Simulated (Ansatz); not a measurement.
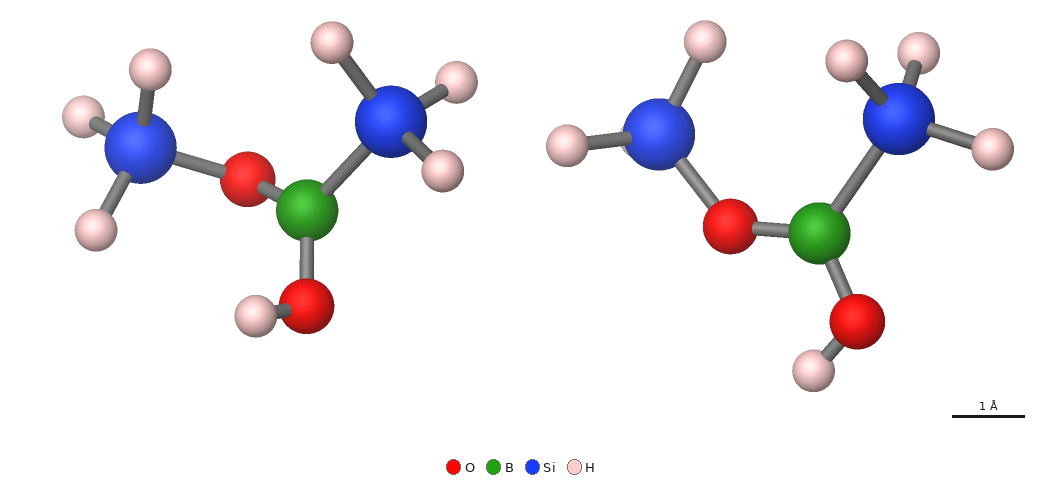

Two geometries of BSi2H7O2 (coarse preliminary run), drawn at one scale. One is the start of a relaxation, the other its converged end. A ball-and-stick model, seen at a tilt.

All numbers below come from RKS PBE-D4/def2-SVP in Ansatz 0.2.0. Set-up: force threshold 0.03 eV/Å; at most 200 steps.

Which one is relaxed?

Answer. The right one is the relaxed one. The start comes from a force field. After 22 accepted moves (24 points after the start) the energy has fallen by 30.9 kcal/mol. The largest force component goes from 2.5 to 0.021 eV/Å. The line search rejected the trial steps at points 12, 14 of the run. The forces were under the threshold at step 15, but the run went on from there. The largest move after the best rigid fit is that of an H atom, 1.37 Å. By element the largest moves are H 1.37 Å, O 1.28 Å, B 0.54 Å, Si 0.22 Å. Among the contacts that change: B–Si 1.929 → 2.048 Å, H–Si 1.407 → 1.510 Å, B–O 1.459 → 1.378 Å, H–Si 1.431 → 1.500 Å. Among the angles between lasting bonds that change: B–O–Si 110.8° → 133.9°, Si–B–O 120.1° → 124.1°, O–B–O 121.3° → 118.5°. Groups turn about B–O by about 95°, B–O by about 85°, O–Si by about 60°.
